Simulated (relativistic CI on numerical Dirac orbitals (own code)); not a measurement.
Relativistic CI calculation, with input and output: Tb³⁺

Tb³⁺. Computed at this level: Dirac-Coulomb-Breit CI, KLI orbitals optimised for each configuration, model QED (radiative potential, 1s self-energy scaled to tabulated hydrogen-like ionisation energies), valence Slater integrals scaled by 0.75, one configuration in a parametric crystal field (relativistic CI on numerical Dirac orbitals, in-house).

## Input file
```
atom Tb  Z=65  charge=3  electrons=62
nucleus A=159  rms_radius_fm=5.0600
hamiltonian dirac-coulomb  breit=on  qed=on  c_scale=1
orbitals kli  potential=per-configuration
slater_scale 0.75
correlation none
mixing on
configurations
  [Xe] 4f8
end
crystal_field D3h B20=40 B40=220 B60=90 B66=170
```

Hardware: 1 CPU thread, shared host.

The program writes its results to a structured record and prints no log; tables and figures of this report are taken from that record.

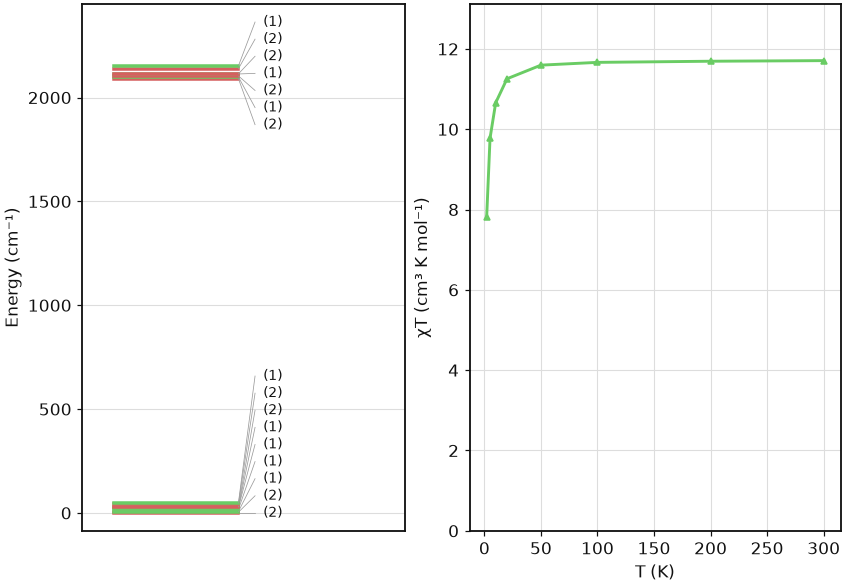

Fig. 1: Tb³⁺ (4f⁸) in a field of D3h symmetry with B20 = 40, B40 = 220, B60 = 90, B66 = 170 cm⁻¹ (Wybourne parameters). Labels give the double-group representation and, in brackets, the degeneracy; the lowest 16 of 2001 levels are drawn. One open-shell configuration in a parametric field without covalency; powder susceptibility by Van Vleck's formula. The ground level is a doublet, with total spin S = 2.95 and J = 6.00 (from expectation values). The next level lies at 3.3 cm⁻¹. The field lowers the ground state by 22 cm⁻¹ against the free ion. χT is 7.80 cm³ K mol⁻¹ at 2 K, 11.6 at 50 K and 11.7 at 300 K, an effective moment of 9.68 μB at room temperature.

## Key numbers

| quantity | value |
| --- | --- |
| outcome | converged |
| levels computed | 2001 |
| CPU time | 17 s |
